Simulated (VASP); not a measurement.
Band structure of LiCu3 (space group Fm-3m). These are PBEsol GGA with spin-orbit coupling, VASP's PBE PAW potentials (set 64) (plane waves; VASP 6.6.1) values and carry that method's errors.

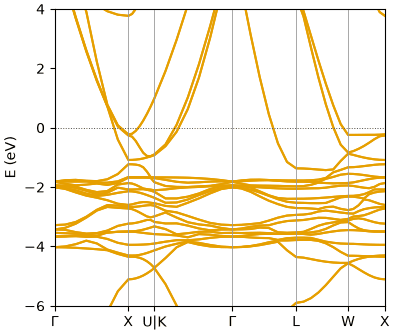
Figure. Bands along high-symmetry lines, zero at the valence-band maximum or, without a gap, the Fermi level

**Question.** Read the plot: is there a gap, and where are the band edges?

**Answer.** It has no gap at this level: it comes out as a metal or semimetal.

The structure comes from a computed database's LiCu3 entry (Fm-3m); how it stands against other phases isn't given here. It was relaxed first.
